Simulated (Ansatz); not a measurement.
## Electronic structure of CH6SiTe (SMILES [SiH3]C[TeH]) in real space

Input file:

```
crystal:
  periodic: [false, false, false]
  atoms:
    - {symbol: Si, position_ang: [-0.552314, 0.801511, -0.901430]}
    - {symbol: C, position_ang: [0.492230, -0.409714, 0.073431]}
    - {symbol: Te, position_ang: [-0.278626, -0.671828, 2.061567]}
    - {symbol: H, position_ang: [-1.953246, 0.312608, -0.987968]}
    - {symbol: H, position_ang: [-0.003025, 0.946234, -2.275993]}
    - {symbol: H, position_ang: [-0.549154, 2.129584, -0.234563]}
    - {symbol: H, position_ang: [1.515314, -0.041773, 0.156255]}
    - {symbol: H, position_ang: [0.497720, -1.383714, -0.416545]}
    - {symbol: H, position_ang: [0.919499, -1.729207, 2.508046]}
basis:
  gaussian: {orbitals: def2-TZVPP}
hamiltonian: {xc: pbe0, dispersion: d4}
output: {orbitals: {seedname: orbitals}}
```

Command:

```sh
ansatz run in.yaml --threads 2 --pin off --events-out ev --progress --plain --max-ram 4352MiB
```

Geometry: PBE0-D4/def2-TZVP; core potentials replace the inner electrons of Te.

Theory: Ansatz, RKS PBE0-D4/def2-TZVPP.

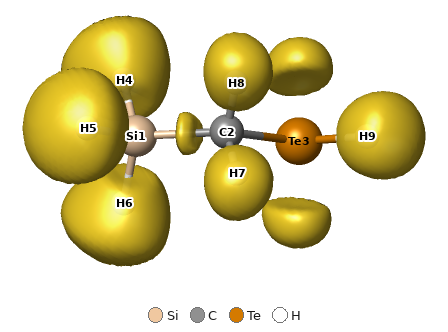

Figure 1. Isosurface of the electron localisation function at 0.9 (yellow), seen from one side. Core shells and regions of very low density are left out.

> Describe the localisation domains.

The ELF exceeds this value in one region between bonded C–Si atoms (shared pairs), six regions around hydrogen nuclei and two lobes on Te, pointing away from the bonds (lone pairs). Profiles from the grid: C–Si (1.87 Å): the ELF peaks at about 0.95 between the atoms (a shared electron pair). C–Te (2.15 Å): the ELF peaks at about 0.85 between the atoms (a covalent bond).

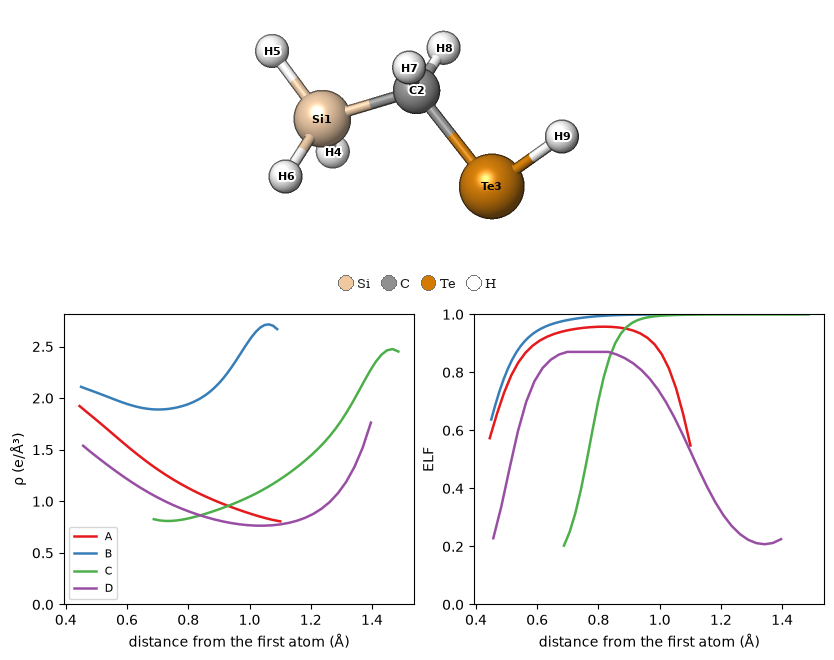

Figure 2. Electron density and ELF along straight lines between neighbouring atoms. The curves leave out the atomic cores. The structure is drawn too.

> Which curve belongs to which contact (C–H, C–Si, C–Te and Si–H)? The first atom named is at distance zero.

Curve A: C–Si (1.87 Å): ρ at the midpoint is about 0.95 e/Å³; the ELF peaks at about 0.95 between the atoms, as expected for a covalent bond. Curve B: C–H (1.09 Å): the density is about 2 e/Å³ at the midpoint; the ELF climbs to about 1 towards the hydrogen, as it does in any bond to H (an ordinary covalent bond to hydrogen). Curve C: Si–H (1.49 Å): the density is about 0.81 e/Å³ at the midpoint; the ELF climbs to about 1 towards the hydrogen. Curve D: C–Te (2.15 Å): ρ at the midpoint is about 0.77 e/Å³; the ELF peaks at about 0.85 between the atoms (a shared electron pair).

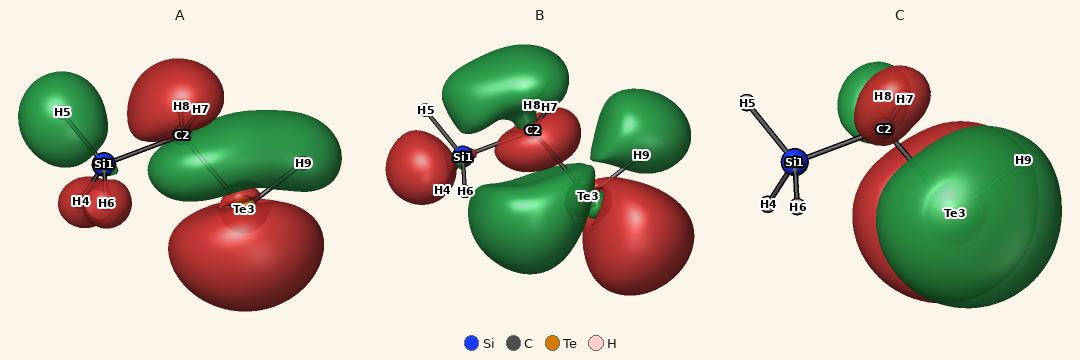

Figure 3. Three frontier orbitals at ±0.06 Å⁻³ᐟ² (green and red are the two phases), in no order.

> Order the three orbitals by energy and name them.

A is the HOMO−1 (−8.73 eV). By Hirshfeld shares it lies mainly on Te3 (about 55 %) and C2 (about 20 %). C is the HOMO (−6.21 eV). Its weight (Hirshfeld) is mainly on Te3 (about 90 %). B is the LUMO (−0.84 eV). It lies mainly on Te3 (about 55 %), C2 (about 15 %), Si1 (about 10 %) and H9 (about 10 %).

> What is the HOMO–LUMO gap?

5.37 eV between the orbital energies.
